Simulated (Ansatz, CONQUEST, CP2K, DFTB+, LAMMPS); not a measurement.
## Glassy 40SiO2-28Al2O3-16Li2O-16SrO (mol %) (85 atoms) in other programs, against a plane-wave reference

Wanted: errors and costs of other methods on glassy 40SiO2-28Al2O3-16Li2O-16SrO (mol %) (85 atoms). A plane-wave run serves as the reference.

Main program and level: Ansatz 0.2.0; Kohn-Sham DFT, PBE, PAW, plane waves.

**1. The structure**

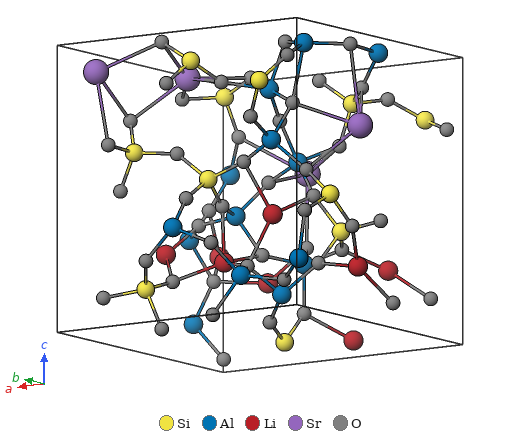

The cell as given, from a free direction (silicon yellow, aluminium blue, lithium red, strontium purple, oxygen grey). Some periodic images of atoms are drawn too.

The cell holds 85 atoms: 10 Si, 14 Al, 8 Li, 4 Sr and 49 O. Cell: a = 10.514 Å, b = 10.514 Å, c = 10.514 Å, α = 90.0°, β = 90.0°, γ = 90.0°. 85 atoms (10 Si, 14 Al, 8 Li, 4 Sr, 49 O) placed at random at 2.64 g/cm³, melted at 4000 K for 10 ps at fixed volume with the Morse and Coulomb pair potential with partial charges (Pedone, Malavasi, Menziani, Cormack and Segre, J. Phys. Chem. B 110, 11780 (2006)). Quenched from 4000 K to 300 K at 6 K/ps and fixed volume, held 5 ps, then minimised at fixed cell.

**2. Reference: Ansatz, plane waves**

The PAW files are the set soft_2.

The input, input.yaml:

```yaml
crystal:
  lattice:
    - [10.5141, 0.0, 0.0]
    - [0.0, 10.5141, 0.0]
    - [0.0, 0.0, 10.5141]
  atoms:
    - { symbol: Si, position: [0.23318, 0.39651, 0.36057] }
    - { symbol: Si, position: [0.53188, 0.87215, 0.91848] }
    - { symbol: Si, position: [0.51225, 0.3334, 0.01093] }
    - { symbol: Si, position: [0.54637, 0.74554, 0.52487] }
    [... 75 atom lines left out ...]
    - { symbol: O, position: [0.25968, 0.49448, 0.24052] }
    - { symbol: O, position: [0.31612, 0.27146, 0.32295] }
    - { symbol: O, position: [0.50312, 0.22966, 0.1242] }
    - { symbol: O, position: [0.03346, 0.90273, 0.3463] }
    - { symbol: O, position: [0.6698, 0.84742, 0.00083] }
    - { symbol: O, position: [0.07568, 0.08241, 0.15541] }
kpoints:
  mp_grid: { grid: [1, 1, 1] }
hamiltonian:
  xc: pbe
scf:
  occupations: { method: fermi_dirac, width: 0.05 }
output:
  forces: true
  eigenvalues: true
  populations: true
  stress: true
```

On the command line:

```bash
$ ansatz run input.yaml --threads 4 --pin off --max-ram 8192MiB --backend cpu --events-out ev --progress --plain --runs-dir out
```

Numbers of over 12 decimals in the logs are rounded to 6 here.

The log of the run:

```text
[...]
Pseudopotentials: kind: paw
Pseudopotential: Si, paw, valence charge 4, recommended cutoff 420 eV (normal), Si.paw.azcp
Pseudopotential: Al, paw, valence charge 3, recommended cutoff 420 eV (normal), Al.paw.azcp
Pseudopotential: Li, paw, valence charge 3, recommended cutoff 420 eV (normal), Li.paw.azcp
Pseudopotential: Sr, paw, valence charge 10, recommended cutoff 420 eV (normal), Sr.paw.azcp
Pseudopotential: O, paw, valence charge 6, recommended cutoff 420 eV (normal), O.paw.azcp
[... 5 lines on functional and potentials left out ...]
Crystal: 85 atoms, lattice volume = 1162.295 Å³
Basis set: ecut = 420 eV, 22743 PW (Γ), exchange–correlation on 144×144×144 points (8 copies of the dense FFT grid, shifted against one another)
Bands: 305, of which v1, the nominal top of the filled ones, is band 220 counted from 1 (219 counted from 0)
Symmetry: 1 space group operations
Space group: P1 (ITA 1), of the structure as read, at distance tolerance 1.1e-4 Å
k-points: 1
[... 11 lines on functional and potentials left out ...]
Initial density: superposition of atomic densities (neutral atoms: chi_scale 0, normalization atom), corrected by the library's trained network
Initial wavefunctions: pseudopotential atomic-orbital guess
[...]
SCF iter   1: F=—  HF=-57613.328734 eV  |F-HF|=—  |Δ(HF+E_count)|=         —  Δρ=1.79e-3  dr2=5.18e-2  ethr=1.77e-3  ⟨swp⟩=7.0  Hψ=1558  notcnv=0  defer=65
preconditioner: auto → Resta (q_TF=auto, 2.320 Å⁻¹)  ε∞=3.2  [insulator: Δε(μ)=3.498 eV  Ē_g=15.103 eV  σ=0.050 eV  W_gap=1.00  n_scr=250 (ndim 8)  ℏωp=22.2 eV  f_vac=0.124  D(μ)=0.00/eV (n_scr^D=0)  ε∞_Penn≈3.2]
[...]
SCF iter   8: F=—  HF=-57613.345745 eV  |F-HF|=—  |Δ(HF+E_count)|=   1.72e-6  Δρ=8.85e-6  dr2=7.37e-7  ethr=3.77e-10  ⟨swp⟩=2.0  Hψ=435  notcnv=0  defer=78
SCF iter   9: F=-57613.345745 eV  HF=-57613.345745 eV  |F-HF|=3.76e-8  |Δ(HF+E_count)|=   2.41e-8  Δρ=1.73e-6  dr2=3.88e-8  ethr=2.27e-11  ⟨swp⟩=16.0  Hψ=2007  notcnv=0
SCF 1 converged in 9 iterations: F = -57613.345745 eV  dr2 = 3.88e-8
[...]
SCF converged after 9 iterations
Free energy (F): -57613.345745 eV
Harris-Foulkes:  -57613.345745 eV  (|F-HF|=3.76e-8)
Internal energy: -57613.345745 eV  (E = F + TS)
E sigma→0 (E₀):  -57613.345745 eV
Fermi energy:    5.244382 eV
--- Per-component energies (eV) ---
[...]
Σ components = -57613.345745   (vs F -57613.345745, Δ=0.00e0)
--- Forces (eV/Å), atoms counted from 1 ---
  atom   1  Si     1.12747392     0.20376714     0.18260013
  atom   2  Si    -0.19141774    -0.18046311     1.15388104
  atom   3  Si    -0.47047837    -0.05852125     0.36224285
  atom   4  Si     0.62922410     0.41845201    -0.34951620
[...]
atom  85  O      0.66705164    -0.11636110     0.30742889
  max |Σ_I F_I| component: 2.45e-4 eV/Å
--- Stress (GPa, compression-positive) ---
       -0.439409       0.838801       0.402213
        0.838800       1.428991      -0.045061
        0.402217      -0.045066       3.803284
  P = ⅓ Tr σ = 1.5976 GPa (15.976 kbar)
--- Band table (eV) ---
  k-point 0: bands = ["-40.9211", "-40.7341", "-40.6365", "-40.6090", [... 289 levels ...], "13.2173", "13.2296", "13.2710", "13.3633", "13.4277", "13.4838", "13.5341", "13.5559", "13.6140", "13.6259", "13.7029", "13.7558"]
--- Löwdin populations: 85 sites ---
  site symbol       q [e]
     0     Si      2.3115
     1     Si      2.3440
     2     Si      2.2697
[...]
84      O      6.9434
  spilling = 0.011094 (of n_electrons = 440.000000)
```

Run time: 24 s. Hardware: 4 threads of Intel Xeon Platinum 8259CL at 2.50GHz (Skylake/Cascade Lake), shared host; peak memory 1.6 GiB; 68 s of CPU time.

The column dr2 measures how far the density is from self-consistency, as an energy; F and HF (Harris–Foulkes) agree once it is small.

Numbers from this run:

```
free energy                                      : -57613.3457 eV
free energy per atom                             : -677.8041 eV/atom
SCF cycles                                       : 9
pressure                                         : 1.598 GPa
r.m.s. force component                           : 0.677 eV/Å
longest force                                    : 2.857 eV/Å
Fermi energy                                     : 5.244 eV
gap (highest filled to lowest empty level) : 3.509 eV
spilling of the projection                       : 0.01109
```

Length of the force by element:

| element | coordination | atoms | mean length of the force (eV/Å) | spread | least | most |
| --- | --- | --- | --- | --- | --- | --- |
| Al | all | 14 | 0.790 | 0.328 | 0.209 | 1.29 |
| Li | all | 8 | 0.373 | 0.182 | 0.163 | 0.733 |
| O | all | 49 | 1.29 | 0.512 | 0.601 | 2.86 |
| Si | all | 10 | 0.899 | 0.231 | 0.597 | 1.30 |
| Sr | all | 4 | 0.562 | 0.333 | 0.0784 | 0.994 |

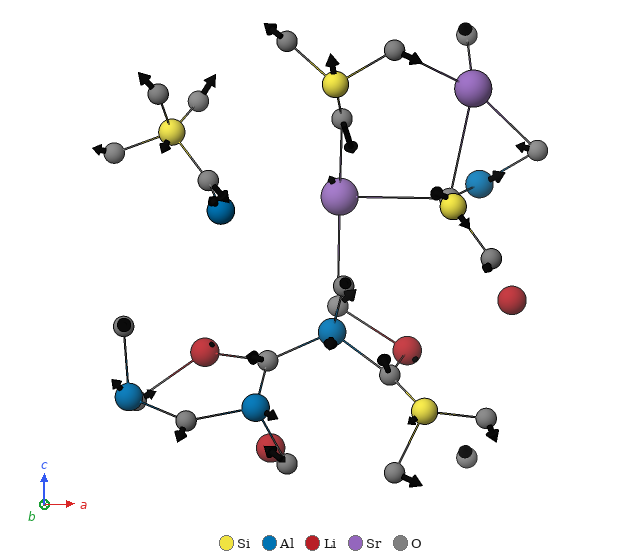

Forces as arrows; the longest in the cell is 2.86 eV/Å. Drawn is a slice 4 Å thick, seen along the normal of the ac plane. Bonds to atoms that aren't drawn are left out.

Löwdin charges by element (they lack the spilled electrons, 0.057 e an atom on average):

| element | coordination | atoms | mean charge (e) | spread | least | most |
| --- | --- | --- | --- | --- | --- | --- |
| Al | all | 14 | 1.28 | 0.0304 | 1.21 | 1.32 |
| Li | all | 8 | 0.831 | 0.0183 | 0.806 | 0.859 |
| O | all | 49 | -0.899 | 0.0524 | -1.03 | -0.804 |
| Si | all | 10 | 1.70 | 0.0309 | 1.65 | 1.74 |
| Sr | all | 4 | 1.85 | 0.0177 | 1.83 | 1.88 |

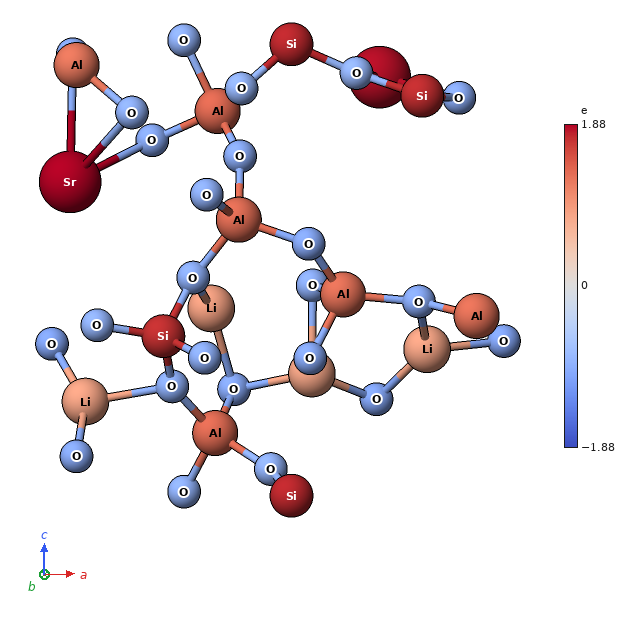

Atoms coloured by Löwdin charge. Drawn is a slice 5 Å thick, seen along the normal of the ac plane.

The levels nearest the highest filled one (over half full), pooled over k-points and spins:

| level less the highest filled one (eV) | occupation |
| --- | --- |
| -0.368 | 2 |
| -0.340 | 2 |
| -0.294 | 2 |
| -0.250 | 2 |
| -0.172 | 2 |
| 0 | 2 |
| 3.51 | 0 |
| 4.75 | 0 |
| 4.85 | 0 |
| 5.05 | 0 |
| 5.13 | 0 |
| 5.23 | 0 |

**3. Local order**

Density 2.64 g/cm³, 13.67 Å³ an atom.

Pair distribution functions g(r), in bins of 0.2 Å:

| r (Å) | total | O-O | O-Al | O-Si | O-Li | O-Sr | Al-Al |
| --- | --- | --- | --- | --- | --- | --- | --- |
| 1.50 | 0.57 | 0.00 | 0.00 | 4.21 | 0.00 | 0.00 | 0.00 |
| 1.70 | 3.39 | 0.00 | 10.57 | 10.19 | 0.00 | 0.00 | 0.00 |
| 1.90 | 0.43 | 0.00 | 1.58 | 0.00 | 1.23 | 0.00 | 0.00 |
| 2.10 | 0.57 | 0.00 | 0.00 | 0.00 | 5.24 | 0.00 | 0.00 |
| 2.30 | 0.05 | 0.00 | 0.13 | 0.00 | 0.24 | 0.00 | 0.00 |
| 2.50 | 0.50 | 1.00 | 0.00 | 0.00 | 0.77 | 1.45 | 0.00 |
| 2.70 | 1.66 | 3.62 | 0.09 | 0.00 | 0.83 | 3.54 | 0.00 |
| 2.90 | 1.16 | 2.26 | 0.00 | 0.00 | 0.42 | 1.67 | 1.65 |
| 3.10 | 0.90 | 0.86 | 0.28 | 0.10 | 0.50 | 1.27 | 4.91 |
| 3.30 | 1.01 | 0.78 | 0.80 | 0.25 | 0.74 | 0.85 | 2.19 |
| 3.50 | 0.81 | 0.54 | 0.83 | 0.91 | 1.25 | 0.39 | 0.40 |
| 3.70 | 0.81 | 0.69 | 1.23 | 0.96 | 0.85 | 0.51 | 0.34 |
| 3.90 | 1.11 | 0.74 | 1.29 | 1.59 | 1.94 | 0.77 | 0.63 |
| 4.10 | 1.18 | 0.71 | 1.68 | 1.85 | 1.26 | 1.28 | 0.86 |
| 4.30 | 1.33 | 0.96 | 1.64 | 2.46 | 1.40 | 1.02 | 0.26 |
| 4.50 | 1.04 | 0.57 | 1.77 | 0.98 | 1.40 | 1.52 | 0.23 |
| 4.70 | 0.88 | 0.94 | 0.68 | 0.81 | 1.17 | 1.40 | 0.21 |
| 4.90 | 0.87 | 1.19 | 0.56 | 0.75 | 0.49 | 0.99 | 0.98 |
| 5.10 | 1.02 | 1.41 | 0.67 | 0.73 | 0.73 | 1.10 | 0.91 |

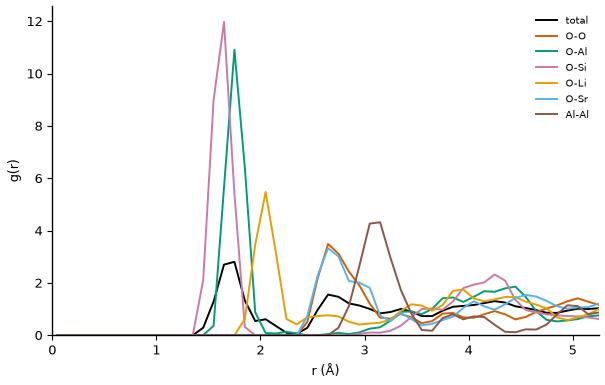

Pair distribution functions, lightly smoothed.

**4. The other programs**

The programs:
- CONQUEST 1.3: pseudo-atomic orbitals (double zeta with polarisation, or contracted to multi-site or on-site support functions) with norm-conserving potentials on an integration grid.
- CP2K 2026.2: Gaussian basis with GTH pseudopotentials and a plane-wave density; labels give functional, basis (MOLOPT sets; SR short-range, UZH the newer set with its own potentials), grid cutoff/relative cutoff and solver (OT: orbital transformation; TRS4, TC2, SIGN: linear-scaling purification with its sparsity filter), or its built-in tight binding.

All use the same cell and atoms; the electronic-structure runs use the same k-mesh, and an electronic temperature of 580 K (0.05 eV) where levels are smeared.

Differences are against the plane-wave reference, forces as r.m.s. over components; share is that over the reference's r.m.s. force, slope the least-squares factor from reference forces to these. Total energies of different programs have different zeros and aren't compared.

| run | Δ force, r.m.s. (meV/Å) | share (%) | slope | Δ pressure (GPa) | Δ gap (eV) | cores | CPU time | memory (GiB) |
| --- | --- | --- | --- | --- | --- | --- | --- | --- |
| reference | - | - | - | - | - | 4 | 68 s | 1.6 |
| CONQUEST PBE, grid 120 Ha | 151 | 22.3 | 1.177 | 2.14 | -0.0053 | 2 | 15 min | 8.9 |
| CP2K PBE, DZVP-MOLOPT-SR, 280/50 Ry, diagonalisation (coarse) | 121 | 17.9 | 1.024 | 0.258 | -0.0977 | 2 | 7.3 min | 1.2 |
| CP2K PBE, DZVP-MOLOPT-SR, 800/50 Ry, OT DIIS | 68.5 | 10.1 | 1.019 | 0.0435 | -0.0876 | 2 | 22 min | 2.3 |
| CP2K PBE, DZVP-MOLOPT-SR, 800/50 Ry, diagonalisation | 68.5 | 10.1 | 1.019 | 0.0435 | -0.0877 | 2 | 12 min | 4.1 |

Rows marked coarse were listed beforehand as settings not expected to be converged; some can still land near the reference.

CPU time is summed over cores on a shared host, where runs went side by side, so it is rough. Symmetry, cutoffs, thresholds, outputs and thread counts weren't matched or tuned between programs; memory under MPI is the largest rank's times the ranks.

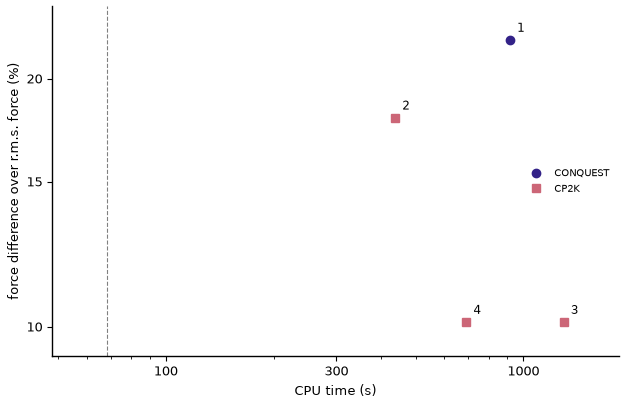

Force difference against CPU time; the dashed line marks the reference's time. Points: 1 CONQUEST PBE, grid 120 Ha; 2 CP2K PBE, DZVP-MOLOPT-SR, 280/50 Ry, diagonalisation; 3 CP2K PBE, DZVP-MOLOPT-SR, 800/50 Ry, OT DIIS; 4 CP2K PBE, DZVP-MOLOPT-SR, 800/50 Ry, diagonalisation.

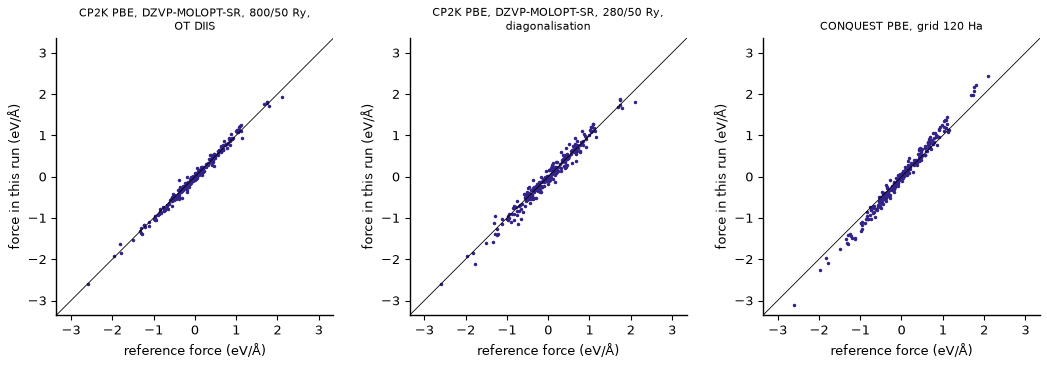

Force components against those of the reference; the line marks equality.

Left out of this page: CONQUEST PBE, grid 120 Ha, multi-site 6.5 bohr (stopped by an internal error of the program); CONQUEST PBE, grid 120 Ha, on-site functions, order-N, range 8 bohr (stopped by an internal error of the program).

Runs without a result: DFTB+ GFN1-xTB (cut off at its time limit of 1.7 min, the SCF not settling); DFTB+ GFN2-xTB (cut off at its time limit of 1.7 min).

Mean charges by element (e), by run and scheme:

| run | scheme | Si | Al | Li | Sr | O |
| --- | --- | --- | --- | --- | --- | --- |
| reference | Löwdin | +1.70 | +1.28 | +0.83 | +1.85 | -0.90 |
| CP2K PBE, DZVP-MOLOPT-SR, 800/50 Ry, OT DIIS | Mulliken | +0.71 | +1.06 | +0.67 | +1.28 | -0.66 |
| CP2K PBE, DZVP-MOLOPT-SR, 800/50 Ry, OT DIIS | Hirshfeld | +0.51 | +0.48 | +0.26 | +0.67 | -0.34 |
| CP2K PBE, DZVP-MOLOPT-SR, 800/50 Ry, diagonalisation | Mulliken | +0.71 | +1.06 | +0.67 | +1.28 | -0.66 |
| CP2K PBE, DZVP-MOLOPT-SR, 800/50 Ry, diagonalisation | Hirshfeld | +0.51 | +0.48 | +0.26 | +0.67 | -0.34 |

The reference's Löwdin charges lack the electrons that the projection spills, 0.057 e an atom on average.

Within one program, basis, potentials and functional, energies share a zero. Each run against its twin at the usual cutoff or grid and solver:

| run | twin | Δ energy (meV/atom) | Δ force, r.m.s. (meV/Å) | CPU time over the twin's |
| --- | --- | --- | --- | --- |
| CP2K PBE, DZVP-MOLOPT-SR, 280/50 Ry, diagonalisation | DZVP-MOLOPT-SR, 800/50 Ry, diagonalisation | -4.98 | 104 | 0.63 |
| CP2K PBE, DZVP-MOLOPT-SR, 800/50 Ry, OT DIIS | DZVP-MOLOPT-SR, 800/50 Ry, diagonalisation | 0 | 0.083 | 1.9 |

**5. Results**

| Item | Value |
| --- | --- |
| reference r.m.s. force component | 0.677 eV/Å |
| nearest in forces | a tie at 10 % of 2 runs: CP2K PBE, DZVP-MOLOPT-SR, 800/50 Ry, OT DIIS; CP2K PBE, DZVP-MOLOPT-SR, 800/50 Ry, diagonalisation |
| farthest in forces | CONQUEST PBE, grid 120 Ha, 22 % |
| cheapest electronic-structure run beside the reference | CP2K PBE, DZVP-MOLOPT-SR, 280/50 Ry, diagonalisation, 7.3 min of CPU time |

The PBE runs in local orbitals, coarse settings apart, differ by 10 % (CP2K PBE, DZVP-MOLOPT-SR, 800/50 Ry, OT DIIS) to 22 % (CONQUEST PBE, grid 120 Ha); basis, grid and potentials can all enter. Runs with settings chosen to be coarse differ by 18 % (CP2K PBE, DZVP-MOLOPT-SR, 280/50 Ry, diagonalisation), their programs' other errors included. None of the electronic-structure runs in the table takes under half the reference's CPU time of 68 s; they take 6.4 to 19 times as much. CONQUEST PBE, grid 120 Ha stiffens the forces by a factor of 1.18 while following their directions (correlation 0.994). At the same functional, gaps differ from the reference's 3.51 eV by between -0.10 and -0.01 eV. In pressure, CONQUEST PBE, grid 120 Ha misses by +2.1 GPa, at the same functional. Charges hang on scheme and program or settings: among these rows the mean for Si runs from +0.51 to +1.70 e. In the reference: filled and empty levels are parted by 3.51 eV (at Γ alone); a semilocal functional tends to put such gaps too low. In a disordered cell it changes from sample to sample, and tail or defect levels can set it. In the reference: mean Löwdin charges: Al +1.28, Li +0.83, O -0.90, Si +1.70, Sr +1.85 e (they miss 1.1 % of the electrons, so they add up to more than the cell's charge). The quench rate of 6 K/ps is many orders above laboratory rates, so the cell is likely richer in defects and strain than a real sample. The network of bonds at the start is that of the classical potential that made the cell, and needn't be the one that DFT or experiment would give. The reference's stress is far from hydrostatic: its diagonal is -0.4, 1.4, 3.8 GPa, compression counted positive. The reference's pressure of 1.6 GPa belongs to a cell and atoms that aren't relaxed at this level. The electronic-structure runs sample only Γ, in a cell whose shortest periodic width is 11 Å.

[Also dropped from logs without a mark: logging warnings of Python, and SIESTA's first energy breakdown and zero terms.]

[Logs are printed without paths, hosts, clocks, repeated set-up lines and the standing remarks that a program may print on its own settings, such as how far it seeks lower states.]

[Hosts, paths, dates, database ids (printed as entryN), source tags and the programs' standing remarks are cut or masked in the printed files.]
